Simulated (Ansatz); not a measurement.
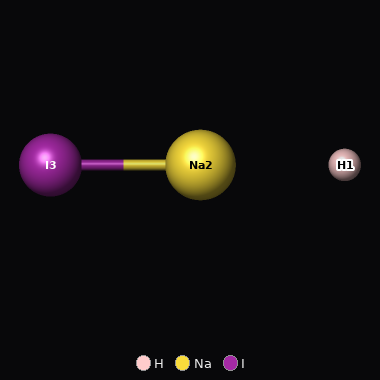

The system is H + NaI, spin multiplicity 2; the picture shows the reference structure. First axis: distance H1–Na2. Second axis: distance Na2–I3. Nothing is relaxed (the angle H1–Na2–I3 is fixed at 180 degrees). The scan uses a 9 × 9 grid. Energies are in kJ/mol, from H far from the relaxed NaI (each part in its own basis). These are results of Ansatz 0.2.0, UKS PBE0-D4/def2-SVPD, not measurements.

Its coordinates:

```tsv
atom	x (Å)	y (Å)	z (Å)
H	-2.6620	0.0000	0.0000
Na	0.0000	0.0000	0.0000
I	2.7700	0.0000	0.0000
```

Range: distance H1–Na2 from 1.576 to 3.576 Å; distance Na2–I3 from 2.440 to 4.440 Å.

What will the energy surface look like?

The lowest grid point is at distance H1–Na2 = 2.662 Å, distance Na2–I3 = 2.770 Å, −4.7 kJ/mol from H far from the relaxed NaI (each part in its own basis). It is the only kind of minimum in the scanned range. The highest grid point, distance H1–Na2 = 3.576 Å, distance Na2–I3 = 4.440 Å, lies 151 kJ/mol above the lowest.

```tsv
distance Na2–I3 ↓, distance H1–Na2 →	1.576	1.710	1.906	2.135	2.388	2.662	2.952	3.257	3.576
4.440	140	113	97	98	105	119	132	143	146
4.121	129	102	85	84	89	100	111	117	118
3.816	116	88	70	68	72	79	85	86	88
3.526	101	72	53	49	52	56	57	58	59
3.252	84	55	35	29	29	29	29	30	31
2.999	71	42	20	11	8	6	7	8	9
2.770	65	36	13	2	−3	−5	−4	−4	−3
2.574	74	45	22	10	4	2	2	3	4
2.440	94	65	42	30	24	22	22	23	23
```

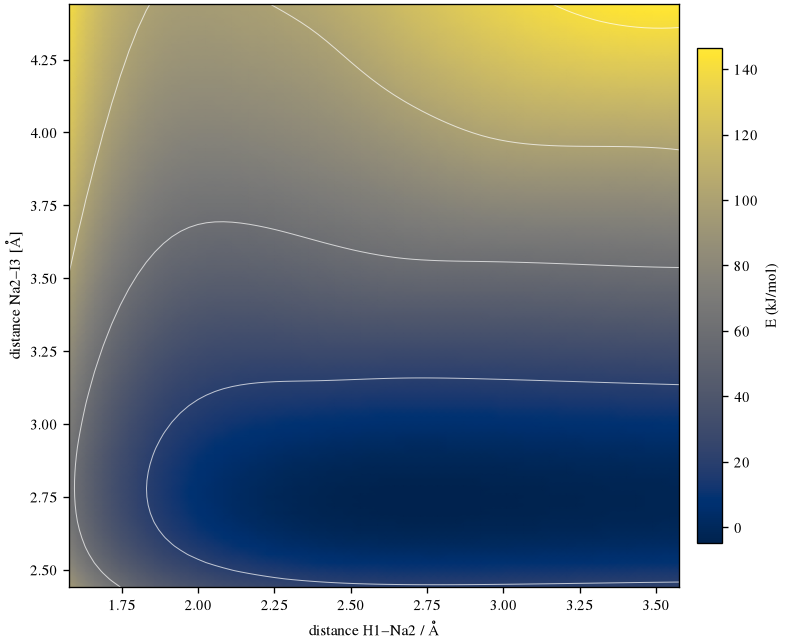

The picture shows a smooth colour map with a few white contour lines. Between grid points the surface is interpolated.

Each point was launched as `ansatz run input.yaml --threads 1 --pin off --max-ram 2560MiB --backend cpu --events-out ev --progress --plain --runs-dir out`. Time for the 81 points that were run: 24 min on 1 thread of Arm Neoverse V2, with other jobs on the host.
